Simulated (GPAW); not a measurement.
# Magnetic state of Fe3 Cr4 Fe3 001 from several starts, part 2 of 2

Wanted: the moments of Fe3 Cr4 Fe3 001 and the energy of each order that was tried.

GPAW 26.7.0; PBE; plane waves with GPAW's PAW setups, scalar-relativistic.

So far. Step 2 (Run 1 (ferro ++++++)): After 86 cycles the largest moment stands at 2.93 μB.

### Step 3. Start 2: antiferro +++---

Another pattern of signs weighs the neighbour shells otherwise.

Input file order2.py:

```python
import json
import numpy as np
from ase import Atoms
from ase.parallel import paropen, parprint
from gpaw import GPAW

atoms = Atoms(['Fe', 'Fe', 'Fe', 'Cr', 'Cr', 'Cr', 'Cr', 'Fe', 'Fe', 'Fe'],
    cell=[[2.884, 0.0, 0.0],
         [0.0, 2.884, 0.0],
         [0.0, 0.0, 24.8645]],
    scaled_positions=[[0.0, 0.0, 0.241308],
         [0.5, 0.5, 0.298365],
         [0.0, 0.0, 0.355422],
         [0.5, 0.5, 0.412963],
         [0.0, 0.0, 0.470988],
         [0.5, 0.5, 0.529012],
         [0.0, 0.0, 0.587037],
         [0.5, 0.5, 0.644578],
         [0.0, 0.0, 0.701635],
         [0.5, 0.5, 0.758692]],
    pbc=True,
    magmoms=[2.6, 2.6, 2.6, 0.0, 0.0, 0.0, 0.0, -2.6, -2.6, -2.6])
atoms.calc = GPAW(mode={'name': 'pw', 'ecut': 450},
    xc='PBE',
    kpts={'size': (20, 20, 1), 'gamma': True},
    occupations={'name': 'fermi-dirac', 'width': 0.05},
    convergence={'density': 1e-05, 'energy': 1e-05},
    maxiter=250,
    mixer={'name': 'pulay', 'beta': 0.03, 'nmaxold': 8, 'weight': 100},
    symmetry={'tolerance': 1e-4},
    txt='order2.txt')
e = atoms.get_potential_energy(force_consistent=True)
res = {'free_energy': e, 'energy_sigma0': atoms.get_potential_energy(), 'fermi_energy': atoms.calc.get_fermi_level()}
res['moments'] = atoms.get_magnetic_moments().tolist()
res['total'] = atoms.get_magnetic_moment()
parprint('site moments (muB):', np.round(res['moments'], 3))
parprint(f"total moment: {res['total']:.3f} muB")
parprint(f'free energy: {e:.6f} eV')
atoms.calc.write('order2.gpw')
with paropen('results.json', 'w') as f:
    json.dump(res, f)
```

Run with:

```console
OMP_NUM_THREADS=1 mpirun -n 4 gpaw python order2.py > order2.log
```

Numbers of over 12 decimals in the logs are rounded to 6 here.

The log of the run:

```text
site moments (muB): [ 2.931  2.409  2.285 -1.204  1.186 -1.186  1.204 -2.285 -2.409 -2.931]
total moment: -0.000 muB
free energy: -88.647110 eV

--- order2.txt ---
Input parameters:
  mode=PW(ecut=450),
  convergence={'density': 1e-05, 'energy': 1e-05},
  kpts=MonkhorstPack(size=(20, 20, 1), gamma=True),
  maxiter=250,
  mixer=Pulay(name='pulay', nmaxold=8, beta=0.03, weight=100, sigma=0.015, g_ss=None),
  occupations=Occupations(name='fermi-dirac', width=0.05),
  symmetry=Symmetry(tolerance=0.0001),
  xc=XC(name='PBE')

Diagonalizing LCAO Hamiltonian
Converting LCAO to pw mode
   .------.
  /|      |
 * |      |
 | |      |
 | |      |
 | |      |
 | |      |
 | |      |
 | |  Fe  |
 | |      |
 | |      |
 Fe|      |
 | |  Fe  |
 | |      |
 | |      |
 Cr|      |
 | |  Cr  |
 | |      |
 Cr|      |
 | |  Cr  |
 | |      |
 | |      |
 Fe|      |
 | |  Fe  |
 | |      |
 | |      |
 Fe|      |
 | |      |
 | |      |
 | |      |
 | |      |
 | .------.
 |/      /
 *------*

Atoms  # Å, Bohr magnetons
|   | symbol |        x |        y |         z |    initial magnetic moments |
|---|--------|----------|----------|-----------|-----------------------------|
| 0 |     Fe | 0.000000 | 0.000000 |  6.000003 | ( 0.0000,  0.0000,  2.6000) |
| 1 |     Fe | 1.442000 | 1.442000 |  7.418697 | ( 0.0000,  0.0000,  2.6000) |
| 2 |     Fe | 0.000000 | 0.000000 |  8.837390 | ( 0.0000,  0.0000,  2.6000) |
| 3 |     Cr | 1.442000 | 1.442000 | 10.268119 | ( 0.0000,  0.0000,  0.0000) |
| 4 |     Cr | 0.000000 | 0.000000 | 11.710881 | ( 0.0000,  0.0000,  0.0000) |
| 5 |     Cr | 1.442000 | 1.442000 | 13.153619 | ( 0.0000,  0.0000,  0.0000) |
| 6 |     Cr | 0.000000 | 0.000000 | 14.596381 | ( 0.0000,  0.0000,  0.0000) |
| 7 |     Fe | 1.442000 | 1.442000 | 16.027110 | ( 0.0000,  0.0000, -2.6000) |
| 8 |     Fe | 0.000000 | 0.000000 | 17.445803 | ( 0.0000,  0.0000, -2.6000) |
| 9 |     Fe | 1.442000 | 1.442000 | 18.864497 | ( 0.0000,  0.0000, -2.6000) |

Unit cell  # Å
| periodic |        x |        y |         z |   lengths |    angles |
|----------|----------|----------|-----------|-----------|-----------|
|      yes | 2.884000 | 0.000000 |  0.000000 |  2.884000 | 90.000000 |
|      yes | 0.000000 | 2.884000 |  0.000000 |  2.884000 | 90.000000 |
|      yes | 0.000000 | 0.000000 | 24.864500 | 24.864500 | 90.000000 |

Number of symmetries: 8

BZ-sampling:
  Number of BZ points: 400
  Number of IBZ points: 66

  Monkhorst-Pack size: [20, 20, 1]
  Monkhorst-Pack shift: [0.025, 0.025, 0.0]

Plane wave coefficients: 4529
Cutoff: 450.000000 eV

Spin-components: 2 (collinear spins)
Bands:           48
Projectors:      60
Spin-degeneracy: 1
Datatype:        complex128

Parallelization:
  kpt:    4
  domain: 1
  band:   1

Density:
  Valence electrons: 72.0
  Components: 2
  Grid points: [ 15  15 125]
  Charge: 0.0  # |e|

Potential:
  Grid points: [ 15  15 125]

[... setups left out ...]
Reference energy: -322046.237398  # eV

eigensolver:
  PPCG
  Converge bands: occupied
  niter=2

density mixing:
  Pulay-Mixer
  Linear mixing parameters: 0.03
  Old densities: 8
  Fourier metric: weight=100, sigma=0.015

occupation numbers:
  Fermi-Dirac:
    width: 0.0500  # eV

poisson solver:
  ecut: 3600.000000  # eV

xc functional:
  name: PBE with 2 nearest neighbor stencil

convergence criteria:
- Maximum integral of absolute [dens]ity change: 1e-05 electrons / valence electron
- Maximum [total energy] change in last 3 cyles: 1e-05 eV / valence electron
- Maximum integral of absolute [eigenst]ate change: 4e-08 eV^2 / valence electron
maximum number of iterations: 250

SCF iterations
|iter     |      energy | eigst |  dens |  magmom |
|---------|-------------|-------|-------|---------|
|iter:   1|       0s | -103.774859 | +0.59 |       |  -0.0000|
|iter:   2|      12s |  -97.104686 | -0.28 | -0.49 |  -0.0002|
|iter:   3|      24s |  -95.972331 | -0.70 | -0.67 |  -0.0002|
|iter:   4|      36s |  -93.768105 | -1.32 | -0.66 |  -0.0007|
|iter:   5|      48s |  -91.834116 | -1.05 | -0.75 |  +0.0041|
|iter:   6|      60s |  -91.099683 | -1.58 | -0.80 |  +0.0002|
|iter:   7|      72s |  -89.600653 | -1.32 | -0.85 |  +0.0047|
|iter:   8|      84s |  -88.137003 | -0.52 | -0.93 |  +0.0048|
|iter:   9|      96s |  -88.107237 | -1.81 | -1.21 |  +0.0072|
|iter:  10|     107s |  -88.099467 | -2.37 | -1.24 |  +0.0070|
[... 101 iterations left out ...]
|iter: 112|    1260s |  -88.612943c| -8.33c| -4.72 |  -0.0000|
|iter: 113|    1266s |  -88.612943c| -8.22c| -4.73 |  -0.0000|
|iter: 114|    1271s |  -88.612943c| -8.36c| -4.73 |  -0.0000|
|iter: 115|    1277s |  -88.612943c| -8.37c| -4.73 |  -0.0000|
|iter: 116|    1283s |  -88.612943c| -8.28c| -4.75 |  -0.0000|
|iter: 117|    1288s |  -88.612943c| -8.28c| -4.86 |  -0.0000|
|iter: 118|    1294s |  -88.612943c| -8.58c| -4.91 |  -0.0000|
|iter: 119|    1300s |  -88.612943c| -8.38c| -4.94 |  -0.0000|
|iter: 120|    1305s |  -88.612944c| -8.67c| -4.93 |  -0.0000|
|iter: 121|    1311s |  -88.612944c| -8.79c| -5.05c|  -0.0000|

Converged in 121 steps
Energy contributions relative to reference atoms: (reference = -322046.237398)

Energy contributions:
  Kinetic:         -21.681493
  Coulomb:           4.323431
  Zero:              1.673958
  External:          0.000000
  Xc:              -72.894674
  Entropy:          -0.068333
  Spinorbit:         0.000000
  ----------------------------
  Free energy:     -88.647110
  Extrapolated:    -88.612944

dipole moment: (-35.384274, -35.384274, -0.000194)  # |e|*Ang

Total magnetic moment: (0.000000, 0.000000, -0.000005)

Local magnetic moments
|        x |        y |         z |
|----------|----------|-----------|
| 0.000000 | 0.000000 |  2.930997 |  # Fe   0
| 0.000000 | 0.000000 |  2.408582 |  # Fe   1
| 0.000000 | 0.000000 |  2.284735 |  # Fe   2
| 0.000000 | 0.000000 | -1.204479 |  # Cr   3
| 0.000000 | 0.000000 |  1.185840 |  # Cr   4
| 0.000000 | 0.000000 | -1.185838 |  # Cr   5
| 0.000000 | 0.000000 |  1.204473 |  # Cr   6
| 0.000000 | 0.000000 | -2.284733 |  # Fe   7
| 0.000000 | 0.000000 | -2.408583 |  # Fe   8
| 0.000000 | 0.000000 | -2.930996 |  # Fe   9

Fermi level: 4.380
Eigenvalues  # (at kpt = [-0.000, -0.000, 0.000])
| band index |      eig [eV] | occ [0-1] |      eig [eV] | occ [0-1] |
|------------|---------------|-----------|---------------|-----------|
|          0 |        -3.619 |     1.000 |        -3.619 |     1.000 |
|        ... |               |           |               |           |
|         29 |         3.405 |     1.000 |         3.405 |     1.000 |
|         30 |         3.470 |     1.000 |         3.470 |     1.000 |
|         31 |         3.574 |     1.000 |         3.574 |     1.000 |
|         32 |         3.670 |     1.000 |         3.670 |     1.000 |
|         33 |         3.912 |     1.000 |         3.912 |     1.000 |
|         34 |         4.010 |     0.999 |         4.010 |     0.999 |
|         35 |         4.010 |     0.999 |         4.010 |     0.999 |
|         36 |         4.095 |     0.997 |         4.095 |     0.997 |
|         37 |         4.510 |     0.069 |         4.510 |     0.069 |
|         38 |         4.510 |     0.069 |         4.510 |     0.069 |
|         39 |         4.549 |     0.033 |         4.549 |     0.033 |
|         40 |         4.671 |     0.003 |         4.671 |     0.003 |
|         41 |         4.941 |     0.000 |         4.941 |     0.000 |
|         42 |         5.095 |     0.000 |         5.095 |     0.000 |
|         43 |         5.095 |     0.000 |         5.095 |     0.000 |
|         44 |         5.307 |     0.000 |         5.307 |     0.000 |
|        ... |               |           |               |           |
|         47 |         5.623 |     0.000 |         5.623 |     0.000 |

No gap
No difference between direct/indirect transitions
```

It took 22 min on 4 MPI ranks of Arm Neoverse V1, shared host; peak memory 1.4 GiB.

Spin moment in the augmentation sphere by atom:

| atom | spin moment in the augmentation sphere (μB) |
| --- | --- |
| Fe1 | 2.93 |
| Fe2 | 2.41 |
| Fe3 | 2.28 |
| Cr4 | -1.20 |
| Cr5 | 1.19 |
| Cr6 | -1.19 |
| Cr7 | 1.20 |
| Fe8 | -2.28 |
| Fe9 | -2.41 |
| Fe10 | -2.93 |

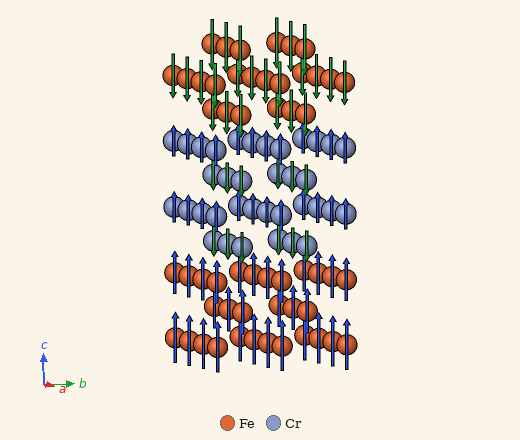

Spin moment in the augmentation sphere as arrows, the longest 2.93 μB. Up and down stand for the sign. Arrows give size and sign along the axis of quantisation, drawn up and down the page. Each arrow also spans its atom, so small moments look longer than they are. The two directions have two colours. 3×2×1 cells are drawn. Some periodic images of atoms are drawn too.

This step gave:

| Item | Value |
| --- | --- |
| magnetization | 0 μB |
| final state | antiferromagnetic |

It lies 37.1 meV a seeded atom under the first start, and its largest moment is 2.93 μB against 2.93 μB.

### Step 4. Run 3 (no spin polarisation)

A run without seeds gives the energy of the state without moments.

nospin.py is the script of step 3 with these lines changed:

```diff
@@ -20,4 +20,3 @@
          [0.5, 0.5, 0.758692]],
-    pbc=True,
-    magmoms=[2.6, 2.6, 2.6, 0.0, 0.0, 0.0, 0.0, -2.6, -2.6, -2.6])
+    pbc=True)
 atoms.calc = GPAW(mode={'name': 'pw', 'ecut': 450},
@@ -30,11 +29,7 @@
     symmetry={'tolerance': 1e-4},
-    txt='order2.txt')
+    txt='nospin.txt')
 e = atoms.get_potential_energy(force_consistent=True)
 res = {'free_energy': e, 'energy_sigma0': atoms.get_potential_energy(), 'fermi_energy': atoms.calc.get_fermi_level()}
-res['moments'] = atoms.get_magnetic_moments().tolist()
-res['total'] = atoms.get_magnetic_moment()
-parprint('site moments (muB):', np.round(res['moments'], 3))
-parprint(f"total moment: {res['total']:.3f} muB")
 parprint(f'free energy: {e:.6f} eV')
-atoms.calc.write('order2.gpw')
+atoms.calc.write('nospin.gpw')
 with paropen('results.json', 'w') as f:
```

Run with:

```console
OMP_NUM_THREADS=1 mpirun -n 4 gpaw python nospin.py > nospin.log
```

The log of the run:

```text
free energy: -84.737800 eV

--- nospin.txt ---
Input parameters:
  mode=PW(ecut=450),
  convergence={'density': 1e-05, 'energy': 1e-05},
  kpts=MonkhorstPack(size=(20, 20, 1), gamma=True),
  maxiter=250,
  mixer=Pulay(name='pulay', nmaxold=8, beta=0.03, weight=100, sigma=0.015, g_ss=None),
  occupations=Occupations(name='fermi-dirac', width=0.05),
  symmetry=Symmetry(tolerance=0.0001),
  xc=XC(name='PBE')

[...]
|          0 |        -3.808 |     2.000 |
|        ... |               |           |
|         32 |         3.535 |     2.000 |
|         33 |         3.551 |     2.000 |
|         34 |         3.631 |     1.999 |
|         35 |         3.631 |     1.999 |
[...]
|         44 |         4.351 |     0.002 |
|         45 |         4.616 |     0.000 |
|         46 |         4.672 |     0.000 |
|         47 |         4.756 |     0.000 |

No gap
No difference between direct/indirect transitions

[key lines of the parts left out:]
Free energy:     -84.737800
Converged in 57 steps
dipole moment: (-35.469466, -35.469466, -0.000195)  # |e|*Ang
Fermi level: 4.007
```

Run time: 5.6 min. Hardware: 4 MPI ranks; peak memory 1.1 GiB; 22 min of CPU time.

Read from the output:

```
final state : non-magnetic (no spin polarisation)
```

It lies 614 meV a seeded atom over the first start.

### Step 5. The states side by side

These are free energies at a smearing of 0.05 eV, so its entropy term is in the differences. They are divided by the number of seeded atoms, so that cells of unlike size compare.

Orders:

| start | final state | typed order kept | energy over the lowest (meV a seeded atom) | largest site moment (μB) | net moment (μB a primitive cell) | mesh matched | CPU time (s) |
| --- | --- | --- | --- | --- | --- | --- | --- |
| ferro ++++++ | ferrimagnetic | yes | 37.08 | 2.93 | 14.64 | yes | 4633 |
| antiferro +++--- | antiferromagnetic | yes | 0 | 2.931 | 0 | yes | 5327 |
| no spin polarisation | non-magnetic | - | 651.6 | 0 | 0 | yes | 1337 |

### Step 6. What came out

| Item | Value |
| --- | --- |
| lowest state found | antiferromagnetic (typed antiferro +++---) |
| largest site moment | 2.93 μB |
| next state | ferrimagnetic, 37.1 meV a seeded atom higher |
| energy gained by spin polarisation | 652 meV a seeded atom |

In words: The lowest state found is antiferromagnetic, reached from the start antiferro +++---, with moments up to 2.93 μB. The next state costs 37 meV a seeded atom. This is the lowest of 3 finished starts, no proof of the ground state.

[Logs and program files are shortened in this print: banners, set-up blocks, solver, clock and traceback lines can be left out without a mark of their own.]

[Logs are printed without paths, hosts, clocks, repeated set-up lines and the standing remarks that a program may print on its own settings, such as how far it seeks lower states.]

[Hosts, paths, dates, database ids (printed as entryN), source tags and the programs' standing remarks are cut or masked in the printed files.]

[Where a cell is said to come from a database of computed structures, the database is the Materials Project.]
